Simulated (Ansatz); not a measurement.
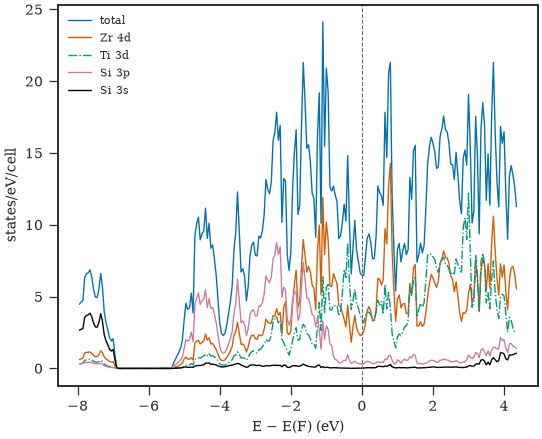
Figure. Total and projected density of states of Zr3Ti2Si3 in space group P6_3/mcm (No. 193; Zr on 6g, Ti on 4d, Si on 6g), r²SCAN in the plane-wave PAW code Ansatz

**Question.** Which orbitals carry the states next to the Fermi level?

**Answer.** Within 0.5 eV of the Fermi level: Ti 3d 50 %, Zr 4d 38 %. Projections are on Löwdin-orthogonalised atomic valence shells; empty p or d shells of many metals are not among them.

**Question.** Where is the tallest occupied peak in this window, and what makes it?

**Answer.** Near -1.1 eV, about 24 states/eV per cell; the largest projected share is Zr 4d.

The first step of the workflow began from a Materials Project structure, measured or hypothetical; the Crystallography Open Database copy checked does not list it. Its standing as an ambient phase is unchecked. Symmetry was held in the r²SCAN relaxation; whether a distortion lowers the energy is not shown. The run is not spin-polarised. Scalar-relativistic: spin–orbit coupling is off unless named, which matters more the heavier the elements.

Potentials: the later of the program's two PAW sets.
